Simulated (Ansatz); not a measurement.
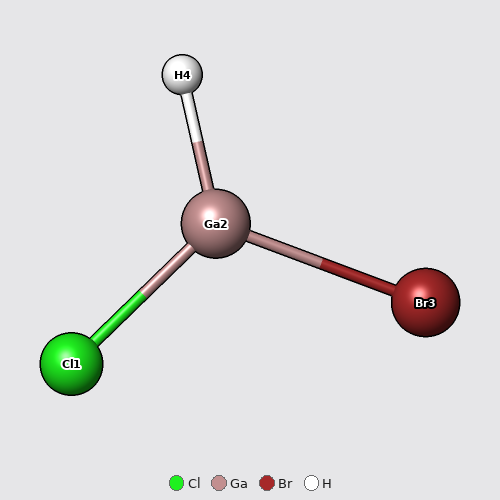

The system is BrClGaH, SMILES [Cl][GaH][Br]; the picture shows the grid point nearest to the relaxed geometry. Two internal coordinates are moved rigidly from the geometry relaxed at PBE0-D4/def2-TZVP, all others fixed. First axis: bond Cl1–Ga2. Second axis: angle Cl1–Ga2–H4. The scan uses a 5 × 5 grid. Energies: kcal/mol, counted from the lowest grid point. Theory: RKS PBE-D4/def2-TZVPP (Ansatz).

Its coordinates:

```xyz
4

Cl   -1.9705   -0.0958   -0.5286
Ga    0.0184    0.1574   -0.0687
Br    1.0387   -1.6326    0.8890
H     0.7577    1.4840   -0.3611
```

Range: bond Cl1–Ga2 from 1.874 to 2.982 Å; angle Cl1–Ga2–H4 from 103.7 to 139.7°.

Question: What landscape does the calculation give?

Answer: The lowest grid point is at bond Cl1–Ga2 = 2.057 Å, angle Cl1–Ga2–H4 = 121.7°. The bottom of the well lies between grid points, at about bond Cl1–Ga2 = 2.150 Å, angle Cl1–Ga2–H4 = 122°, about 1.6 kcal/mol lower on the interpolated surface. It is the only kind of minimum in the scanned range. The highest grid point, bond Cl1–Ga2 = 2.982 Å, angle Cl1–Ga2–H4 = 139.7°, lies 43.5 kcal/mol above the lowest. Round the minimum the two coordinates are nearly uncoupled.

```tsv
angle Cl1–Ga2–H4 ↓, bond Cl1–Ga2 →	1.874	2.057	2.324	2.636	2.982
139.7	24.5	5.5	7.1	23.4	43.5
130.7	19.6	1.3	3.6	20.8	41.5
121.7	18.2	0.0	2.5	19.8	40.8
112.7	19.7	1.2	3.4	20.4	41.2
103.7	23.8	4.7	6.1	22.4	42.6
```

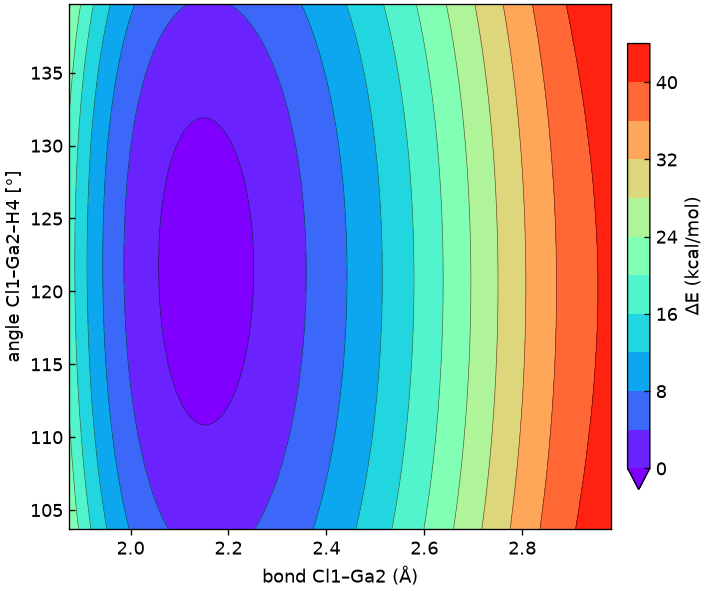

In the figure: filled contours. Between grid points the surface is interpolated.
